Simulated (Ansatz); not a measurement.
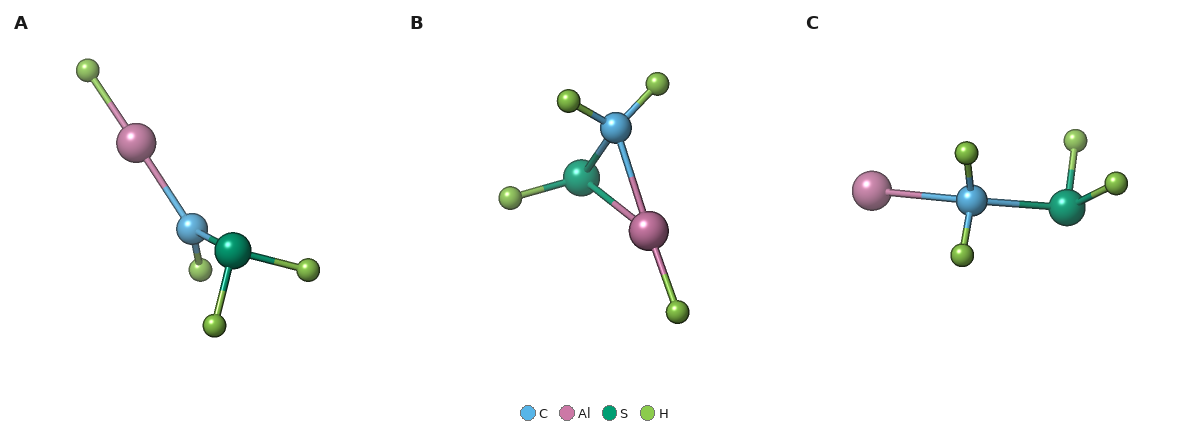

3 stationary structures of one formula. The species has charge +1 and is a spin singlet. Geometries: PBE-D4/def2-SVP. Electronic energies: PBE-D4/def2-SVP (Ansatz 0.2.0), without zero-point energy. No frequency run is at hand to confirm each as a minimum. Each is one conformer, not always the lowest.

Which structure is the most stable?

Answer. B is lowest (C1); C lies 67.6 kJ/mol above it (C1), A lies 169.6 kJ/mol above it (Cs).
